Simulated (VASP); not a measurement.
Band structure of Al3InAs4 (ordered alloy cell). These are PBEsol GGA, VASP's PBE PAW potentials (set 64) (plane waves; VASP 6.6.1) values and carry that method's errors.

Unless said otherwise, spin-orbit coupling is left out, though it shifts the bands of the heavy elements here.

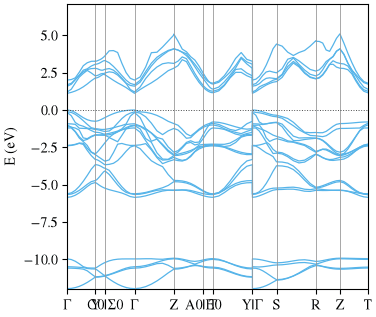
*Bands along high-symmetry lines, zero at the valence-band maximum or, without a gap, the Fermi level*

Problem. Read the plot: is there a gap, and where are the band edges?

Solution. The gap is direct, 1.12 eV, from the valence maximum at Γ to the conduction minimum at Γ. (Edges off the drawn lines would not show.)

The structure was generated: Al3InAs4 was put into an ordered model structure (Amm2), which need not be its known phase. It was relaxed first.
